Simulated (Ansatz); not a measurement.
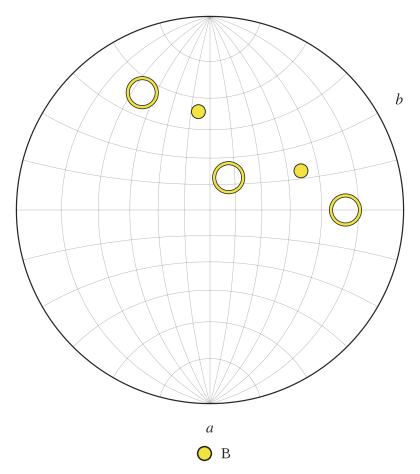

Crystal: B, the geometry relaxed with DFT, LDA (PW92), plane waves (420 eV) with PAW, scalar-relativistic in Ansatz 0.2.0. Directions from one boron atom at (0.530, 0.470, 0.691) to its bonded neighbours, in stereographic projection down c (filled: above the plane of the page or in it, open: below). Symmetry computed with spglib at a tolerance of 0.002 Å; standard conventional cell.

Neighbours are counted up to 1.95 Å for B.

```
B
1.0
     4.84134    0.00000    0.00000
    -2.42067    4.19272    0.00000
     0.00000    0.00000   12.39300
B
36
Direct
  0.11870 0.88130 0.89174
  0.11870 0.23741 0.89174
  0.76259 0.88130 0.89174
  0.21463 0.78537 0.77493
  0.57074 0.78537 0.77493
  0.21463 0.42926 0.77493
  0.53048 0.46952 0.69098
  0.53048 0.06096 0.69098
  0.93904 0.46952 0.69098
  0.80286 0.19714 0.97569
  0.39429 0.19714 0.97569
  0.80286 0.60571 0.97569
  0.78537 0.21463 0.22507
  0.78537 0.57074 0.22507
  0.42926 0.21463 0.22507
  0.88130 0.11870 0.10826
  0.23741 0.11870 0.10826
  0.88130 0.76259 0.10826
  0.19714 0.80286 0.02431
  0.19714 0.39429 0.02431
  0.60571 0.80286 0.02431
  0.46952 0.53048 0.30902
  0.06096 0.53048 0.30902
  0.46952 0.93904 0.30902
  0.45204 0.54796 0.55840
  0.45204 0.90407 0.55840
  0.09593 0.54796 0.55840
  0.54796 0.45204 0.44160
  0.90407 0.45204 0.44160
  0.54796 0.09593 0.44160
  0.86381 0.13619 0.35765
  0.86381 0.72762 0.35765
  0.27238 0.13619 0.35765
  0.13619 0.86381 0.64235
  0.72762 0.86381 0.64235
  0.13619 0.27238 0.64235
```

> How many neighbours are there, and at what angles?

5: 2 B at 1.76 Å, 1 B at 1.77 Å, 2 B at 1.78 Å. Angles between bonds: 58° (1×), 60° (4×), 107° (2×), 108° (2×), 109° (1×).

> What is the site's symmetry in the crystal?

Point group m (Cs), order 2: one mirror plane. In R-3m, No. 166, hexagonal axes this is Wyckoff position 18h.
